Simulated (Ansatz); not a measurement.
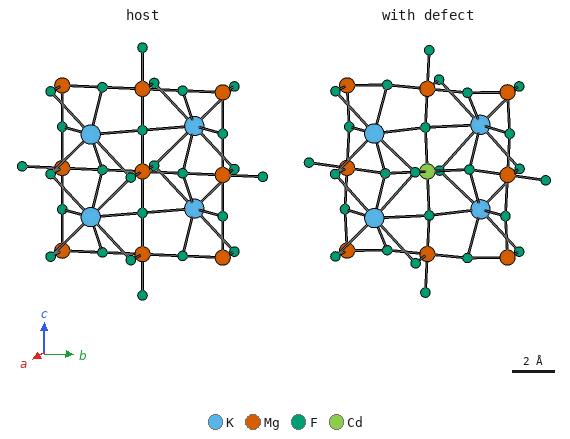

Left: perfect KMgF$_{3}$. Right: the same region with one point defect, after relaxing the atoms in a supercell of 40 sites. The picture is a ball-and-stick view of the atoms within 6.0 Å of one point, in a slice 4.2 Å thick across the line of sight, seen slightly off an axis.

The calculation used Ansatz, DFT, PBEsol, PAW, plane waves. (plane-wave cutoff 420 eV; k-point mesh 1 × 1 × 1; mesh shifted by (0.25, 0.25, 0.25); collinear spin) Fermi-Dirac smearing of 0.01 eV. A uniform background neutralises the charged cell. The axes drawn are those of the host's conventional cell.

Q: Which defect is it?

A: A magnesium atom is replaced by cadmium.

The charge state of the cell is +1.

Q: What does the relaxation do around it?

A: In the host the Mg atom has 6 F at 2.00 Å; the Cd atom ends with 6 F at 2.09 to 2.11 Å. Of the host's atoms, a fluorine atom moves furthest from its site, by 0.32 Å. The cell's net moment is 0.99 μB.

Limits of the set-up: the periodic images lie only 8.0 Å apart, so the values are limited by the cell's size; the cell is charged, on a uniform background, and energies carry no finite-size correction.
